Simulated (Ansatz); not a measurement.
```xyz
10

O    -0.3619   -0.4511   -2.4291
H    -0.1620   -0.6001   -1.4898
H     0.4214   -0.0345   -2.7926
Si    0.0106    0.8856    1.6023
N     0.0388   -0.7374    0.9800
H     1.1627    1.6082    1.0069
H    -1.2721    1.4968    1.1814
H     0.1221    0.9856    3.0857
H    -0.7765   -1.3083    1.1554
H     0.8695   -1.2865    1.1510
```

Geometry: rigid move from PBE0-D4/def2-TZVP.

All numbers below come from RKS PBE0-D4/def2-TZVPPD in Ansatz.

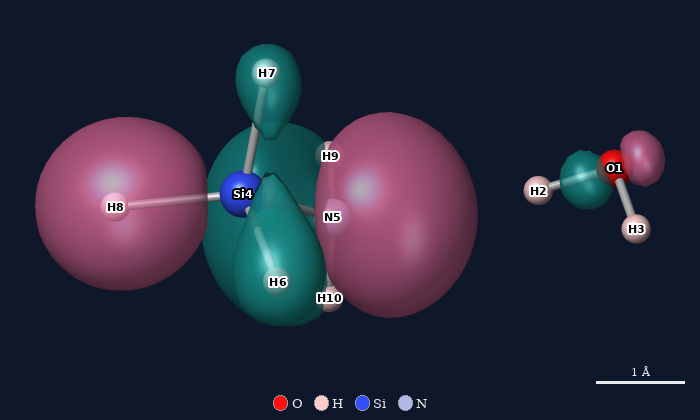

H2O···H5NSi. One frontier orbital at ±0.1 Å⁻³ᐟ² (teal and pink are the two phases), seen from one side.

Which orbital is it: HOMO or LUMO?

Answer. The HOMO, at −7.96 eV. Its weight (Hirshfeld) is mainly on N5 (about 55 %), Si4 (about 15 %) and H8 (about 10 %).
